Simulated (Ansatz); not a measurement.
The parent structure is BP in the zinc blende structure (space group F-43m, No. 216; a = 4.491 Å). Axes: x, y, z lie along the cube axes.

It is then changed as follows: the cell is stretched by 2.50 % along z with no lateral relaxation; the atoms relax in the strained cell.

Method: DFT with LDA, PAW potentials and a 420 eV plane-wave cutoff in Ansatz (a program for electronic structure), no spin-orbit coupling.

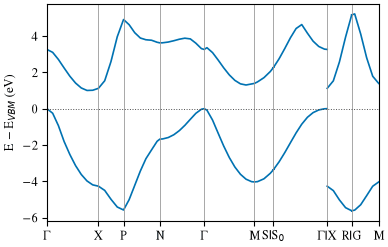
Figure: Highest valence and lowest conduction band along the path of the changed cell's own zone

Q: Read the changed gap and its character from the plot.

A: About 1.0 eV, indirect, Γ → Γ–X (78 % along).

Stability against distortions was not tested. Labels are those of the standard path for the cell's own space group.
